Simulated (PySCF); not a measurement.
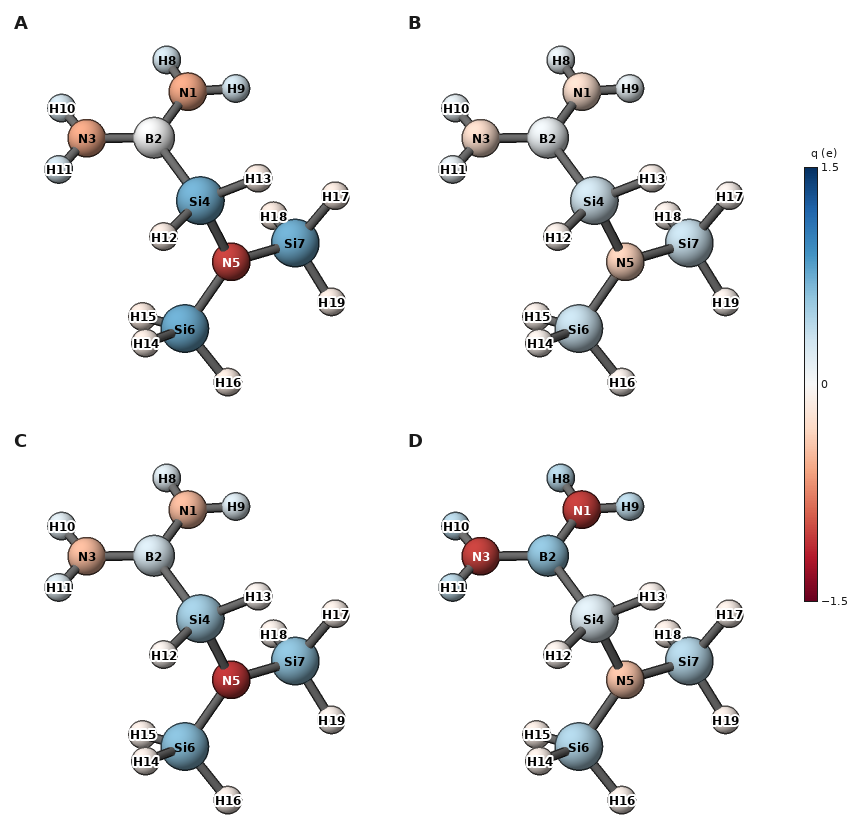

Atomic charges of one calculation by 4 schemes, on one colour scale. The computed structure is the end point of a GFN2-xTB optimisation. No frequency run is at hand to confirm it as a minimum. Method: PBE0/pcSseg-1 (PySCF 2.14.0).

> The schemes are ESP-fitted, Hirshfeld, IAO, Mulliken. Which panel shows which?

A IAO, B Hirshfeld, C Mulliken, D ESP-fitted.

List the charges (e), one line for each set of equivalent atoms.

| atom | IAO | Hirshfeld | Mulliken | ESP-fitted |
| --- | --- | --- | --- | --- |
| N1 | −0.57 | −0.26 | −0.47 | −1.03 |
| B2 | 0.00 | 0.08 | 0.23 | 0.59 |
| N3 | −0.56 | −0.26 | −0.47 | −1.02 |
| Si4 | 0.70 | 0.29 | 0.51 | 0.19 |
| N5 | −1.02 | −0.34 | −1.07 | −0.43 |
| Si6 | 0.73 | 0.34 | 0.63 | 0.45 |
| Si7 | 0.73 | 0.33 | 0.61 | 0.43 |
| H8 | 0.26 | 0.12 | 0.17 | 0.42 |
| H9 | 0.27 | 0.12 | 0.20 | 0.38 |
| H10 | 0.26 | 0.12 | 0.17 | 0.41 |
| H11 | 0.27 | 0.12 | 0.19 | 0.38 |
| H12 | −0.12 | −0.08 | −0.07 | −0.07 |
| H13 | −0.13 | −0.09 | −0.06 | −0.08 |
| H14 | −0.13 | −0.08 | −0.10 | −0.10 |
| H15 | −0.15 | −0.09 | −0.10 | −0.12 |
| H16 | −0.13 | −0.08 | −0.10 | −0.10 |
| H17 | −0.13 | −0.08 | −0.10 | −0.10 |
| H18 | −0.15 | −0.09 | −0.09 | −0.11 |
| H19 | −0.13 | −0.08 | −0.09 | −0.10 |

The geometry is semi-empirical. Around B, Si such bond lengths and angles can be off by a tenth of an ångström or more and by several degrees, and values that hang on the shape move with them.
